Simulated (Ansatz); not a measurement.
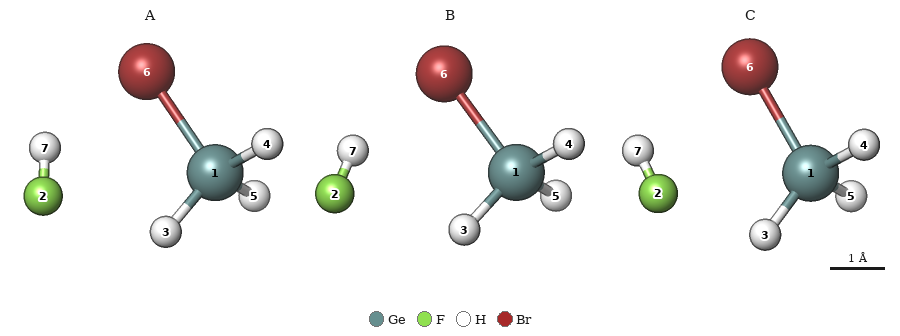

3 geometries from one relaxation of GeH4BrF, in shuffled order. Style: ball-and-stick. Shown at a tilt.

The run prepares an end point of a later path (reaction) calculation, from a guessed geometry.

The calculation used RKS PBE/def2-SVP (Ansatz). Settings: no spin polarisation; force threshold 0.03 eV/Å; at most 50 steps.

Question: Put them in the order of the run, from the start to the converged end.

Answer: C, A, B. They are steps 0, 3, 6, at +0.244 eV, +0.066 eV relative to the last. F2 moves most after the best rigid fit: 0.44 Å. Largest moves by element: F 0.44 Å, H 0.28 Å, Br 0.18 Å, Ge 0.11 Å. Near-neighbour distances that change, for instance: Ge1–Br6 2.390 → 2.359 Å, F2–H7 0.931 → 0.944 Å, Ge1–H3 1.530 → 1.538 Å. Among the angles between lasting bonds that change: H3–Ge1–Br6 117.8° → 105.8°, H4–Ge1–Br6 102.7° → 105.9°. Over 5 accepted moves (6 points after the start) the energy falls by 0.244 eV. Largest force component: 0.47 eV/Å at the start, 0.024 eV/Å at the end. The line search rejected the trial step at point 2 of the run.
